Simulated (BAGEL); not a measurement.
# CH3BClNO (SMILES [H]/N=C\B(O)Cl): B3LYP/6-31G(d) (density fitting with qzvpp-jkfit, spherical functions)

Aim: the energy change on altering one bond length of CH3BClNO at B3LYP/6-31G* (density fitting with qzvpp-jkfit, spherical functions), from 2 runs. 

The results are computed with BAGEL 1.2.2.

## Step 1: The structure to begin with

The species is CH3BClNO (8 atoms), meant as a singlet with charge 0. SMILES: `[H]/N=C\B(O)Cl`. Geometry: relaxed at PBE0-D4/def2-TZVP. This is one conformer, not always the lowest.

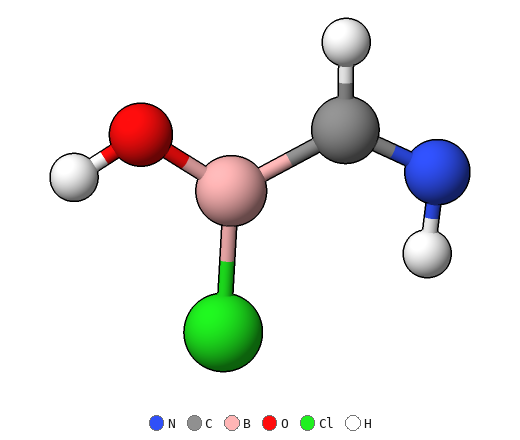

The structure, seen from a chosen angle (nitrogen blue, carbon grey, boron pink, oxygen red, chlorine green, hydrogen white).

## Step 2: The energy at B3LYP/6-31G(d) (density fitting with qzvpp-jkfit, spherical functions)

job.json

```json
{ "bagel" : [

{
  "title" : "molecule",
  "basis" : "6-31gs.json",
  "df_basis" : "qzvpp-jkfit",
  "angstrom" : true,
  "geometry" : [
    { "atom" : "N", "xyz" : [   -0.428500,    1.745600,    0.743700 ] },
    { "atom" : "C", "xyz" : [   -0.322700,    0.482100,    0.812400 ] },
    { "atom" : "B", "xyz" : [    0.172300,   -0.471900,   -0.334000 ] },
    { "atom" : "O", "xyz" : [    0.230100,   -1.793200,   -0.105500 ] },
    { "atom" : "Cl", "xyz" : [    0.644400,    0.203500,   -1.901500 ] },
    { "atom" : "H", "xyz" : [   -0.141000,    2.072800,   -0.183700 ] },
    { "atom" : "H", "xyz" : [   -0.604600,    0.018200,    1.764400 ] },
    { "atom" : "H", "xyz" : [    0.542100,   -2.314100,   -0.851700 ] }
  ]
},
{
  "title" : "ks",
  "xc_func" : "b3lyp",
  "charge" : 0
},
{
  "title" : "print",
  "file" : "orbitals.molden",
  "orbitals" : true
}

]}
```

The basis set 6-31G* is read from a file made from the Basis Set Exchange's data (not shown).

The run is started by

```console
$ BAGEL_NUM_THREADS=1 BAGEL job.json > job.out
```

What it wrote:

```text
* using 1 threads per process

  ===============================================================
  ===============================================================

  *** Geometry ***

  { "atom" : "N", "xyz" : [     -0.809748,      3.298706,      1.405389 ] },
  { "atom" : "C", "xyz" : [     -0.609815,      0.911037,      1.535214 ] },
  { "atom" : "B", "xyz" : [      0.325600,     -0.891762,     -0.631169 ] },
  { "atom" : "O", "xyz" : [      0.434826,     -3.388657,     -0.199366 ] },
  { "atom" : "Cl", "xyz" : [      1.217740,      0.384559,     -3.593314 ] },
  { "atom" : "H", "xyz" : [     -0.266451,      3.917024,     -0.347143 ] },
  { "atom" : "H", "xyz" : [     -1.142528,      0.034393,      3.334233 ] },
  { "atom" : "H", "xyz" : [      1.024421,     -4.373015,     -1.609480 ] },

  Number of auxiliary basis functions:      486

  Since a DF basis is specified, we compute 2- and 3-index integrals:
    o Being stored without compression. Storage requirement is 0.025 GB

  Number of basis functions:       80
  Number of electrons      :       46

    * METHOD: MOLECULE                             0.18

  *** Kohn-Sham DFT ***

    * Removing 15737 points whose weight is below 1.00e-10
    * Grid points: 103511

  === Nuclear Repulsion ===
   190.5649547877

       - DIIS with orbital gradients will be used.

  === KS iteration (b3lyp / 6-31gs.json) ===
      0       -592.35390237          0.14883248           0.30
      1       -416.65951361          0.26090134           0.29
      2       -490.70934034          0.10183761           0.28
      3       -548.60107504          0.18911165           0.29
      4       -565.80522409          0.19523594           0.29
      5       -565.99099212          0.19921278           0.29
      6       -574.76428333          0.20570213           0.28
      7       -570.94158083          0.23777901           0.28
      8       -595.77802768          0.15500954           0.27
      9       -647.27443885          0.09538059           0.28
     10       -639.45487832          0.11059142           0.29
     11       -645.13753950          0.10481129           0.31
     12       -651.68061139          0.06189070           0.30
     13       -650.49629647          0.08245732           0.30
     14       -654.45456048          0.03370570           0.30
     15       -651.98724210          0.06892475           0.30
     16       -654.97758437          0.00667983           0.29
     17       -654.99408419          0.00314355           0.28
     18       -654.99733875          0.00121273           0.27
     19       -654.99830479          0.00039505           0.28
     20       -654.99837746          0.00010284           0.29
     21       -654.99838147          0.00001930           0.28
     22       -654.99838157          0.00001240           0.30
     23       -654.99838163          0.00000345           0.28
     24       -654.99838164          0.00000161           0.28
     25       -654.99838164          0.00000053           0.29
     26       -654.99838164          0.00000018           0.29
     27       -654.99838164          0.00000006           0.28
     28       -654.99838164          0.00000003           0.29
     29       -654.99838164          0.00000002           0.30
     30       -654.99838164          0.00000000           0.28
    * SCF iteration converged.

    * Permanent dipole moment:
           (   -0.287452,     0.953591,     0.546514) a.u.

    * METHOD: KS                                   9.37

    * METHOD: PRINT                                0.01

  ===============================================================
```

Run time: 9.9 s. Hardware: 1 thread of Intel Xeon 6975P-C (Granite Rapids), shared host; peak memory 0.41 GiB.

## Step 3: The distorted shape

input.json

```json
{ "bagel" : [

{
  "title" : "molecule",
  "basis" : "6-31gs.json",
  "df_basis" : "qzvpp-jkfit",
  "angstrom" : true,
  "geometry" : [
    { "atom" : "N", "xyz" : [   -0.287559,    1.977535,    0.267730 ] },
    { "atom" : "C", "xyz" : [   -0.181759,    0.714035,    0.336430 ] },
    { "atom" : "B", "xyz" : [    0.313241,   -0.239965,   -0.809970 ] },
    { "atom" : "O", "xyz" : [    0.371041,   -1.561265,   -0.581470 ] },
    { "atom" : "Cl", "xyz" : [    0.785341,    0.435435,   -2.377470 ] },
    { "atom" : "H", "xyz" : [   -0.000059,    2.304735,   -0.659670 ] },
    { "atom" : "H", "xyz" : [   -0.604600,    0.018200,    1.764400 ] },
    { "atom" : "H", "xyz" : [    0.683041,   -2.082165,   -1.327670 ] }
  ]
},
{ "title" : "ks", "xc_func" : "b3lyp" },
{ "title" : "print", "file" : "orbitals.molden", "orbitals" : true }

]}
```

The basis set 6-31G* is read from a file made from the Basis Set Exchange's data (not shown).

The run is started by

```console
$ BAGEL_NUM_THREADS=1 BAGEL input.json > input.out
```

What it wrote:

```text
* using 1 threads per process

  ===============================================================
  ===============================================================

  *** Geometry ***

  { "atom" : "N", "xyz" : [     -0.543408,      3.737000,      0.505936 ] },
  { "atom" : "C", "xyz" : [     -0.343475,      1.349331,      0.635761 ] },
  { "atom" : "B", "xyz" : [      0.591940,     -0.453468,     -1.530621 ] },
  { "atom" : "O", "xyz" : [      0.701166,     -2.950363,     -1.098819 ] },
  { "atom" : "Cl", "xyz" : [      1.484079,      0.822853,     -4.492767 ] },
  { "atom" : "H", "xyz" : [     -0.000111,      4.355318,     -1.246596 ] },
  { "atom" : "H", "xyz" : [     -1.142528,      0.034393,      3.334233 ] },
  { "atom" : "H", "xyz" : [      1.290760,     -3.934722,     -2.508933 ] },

  Number of auxiliary basis functions:      486

  Since a DF basis is specified, we compute 2- and 3-index integrals:
    o Being stored without compression. Storage requirement is 0.025 GB

  Number of basis functions:       80
  Number of electrons      :       46

    * METHOD: MOLECULE                             0.17

  *** Kohn-Sham DFT ***

    * Removing 15225 points whose weight is below 1.00e-10
    * Grid points: 104023

  === Nuclear Repulsion ===
   188.6173446484

       - DIIS with orbital gradients will be used.

  === KS iteration (b3lyp / 6-31gs.json) ===
      0       -592.51819156          0.14540514           0.30
      1       -415.74794640          0.25216978           0.30
      2       -491.91953768          0.10209646           0.27
      3       -549.38768389          0.19924206           0.28
      4       -565.07223515          0.18141885           0.29
      5       -567.11689486          0.19365879           0.29
      6       -569.76150035          0.21530612           0.28
      7       -568.06833943          0.20057531           0.28
      8       -596.65645509          0.15635977           0.29
      9       -647.09359668          0.09532398           0.27
     10       -633.29478912          0.12661500           0.28
     11       -644.88169476          0.10511140           0.28
     12       -646.76161103          0.08812742           0.29
     13       -645.56205861          0.10256303           0.28
     14       -651.88550355          0.05926372           0.27
     15       -650.57141108          0.08366035           0.29
     16       -654.86096971          0.01139417           0.28
     17       -654.89785994          0.00867596           0.28
     18       -654.92458226          0.00188848           0.28
     19       -654.92749365          0.00069056           0.29
     20       -654.92756676          0.00068533           0.28
     21       -654.92775904          0.00010369           0.28
     22       -654.92776486          0.00002645           0.28
     23       -654.92776512          0.00001980           0.29
     24       -654.92776522          0.00001155           0.28
     25       -654.92776529          0.00000096           0.27
     26       -654.92776529          0.00000046           0.29
     27       -654.92776529          0.00000010           0.28
     28       -654.92776529          0.00000003           0.28
     29       -654.92776529          0.00000002           0.28
     30       -654.92776529          0.00000000           0.29
    * SCF iteration converged.

    * Permanent dipole moment:
           (   -0.379545,     0.805801,     0.856365) a.u.

    * METHOD: KS                                   9.19

    * METHOD: PRINT                                0.01

  ===============================================================
```

Run time: 9.6 s. Hardware: 1 thread of Intel Xeon 6975P-C (Granite Rapids), shared host; peak memory 0.41 GiB.

## Step 4: Results

Level: B3LYP/6-31G* (density fitting with qzvpp-jkfit, spherical functions).

```
                                                         quantity          value
                                        first shape: total energy  -654.99838 Eh
                                       first shape: dipole moment         2.89 D
                                         first shape: HOMO energy       -7.11 eV
                                         first shape: LUMO energy       -1.79 eV
                                       first shape: HOMO–LUMO gap        5.32 eV
                                    distorted shape: total energy  -654.92777 Eh
                                   distorted shape: dipole moment         3.14 D
                                     distorted shape: HOMO energy       -7.03 eV
                                     distorted shape: LUMO energy       -1.98 eV
                                   distorted shape: HOMO–LUMO gap        5.05 eV
energy change with the C2–H7 bond stretched from 1.096 to 1.644 Å       1.922 eV
```

With the C2–H7 bond stretched from 1.096 to 1.644 Å the energy rises by 1.92 eV (44 kcal/mol). The first shape isn't relaxed at this level, so the change isn't measured from a minimum.
